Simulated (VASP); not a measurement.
Input:

```yaml
crystal:
  lattice:
    - [2.96961, 0.00000, 0.00000]
    - [0.00000, 2.96961, 0.00000]
    - [0.00000, 0.00000, 2.96961]
  atoms:
    - { symbol: Mo, position: [0.00000, 0.00000, 0.00000] }
    - { symbol: S, position: [0.50000, 0.50000, 0.50000] }
```

Calculation: PBEsol GGA, VASP's PBE PAW potentials (set 64) (plane waves; VASP). Numerical set-up: 400 eV cut-off, 14×14×14 Γ-centred mesh, tetrahedra with Blöchl corrections, potentials Mo_sv S.

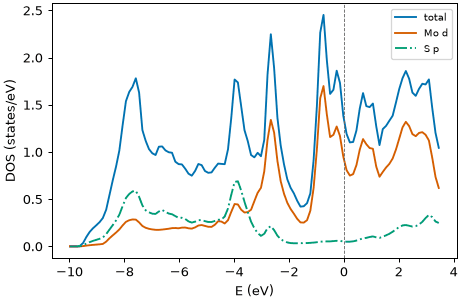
*Total and projected density of states, zero at the Fermi level*

Within 2 eV below the Fermi level the largest weight inside VASP's projection spheres is Mo d.

It has no gap at this level: it comes out as a metal or semimetal.

The structure was generated: MoS was put into the CsCl type type (Pm-3m), which need not be its known phase. It was relaxed first, which changed the volume by -31 %.
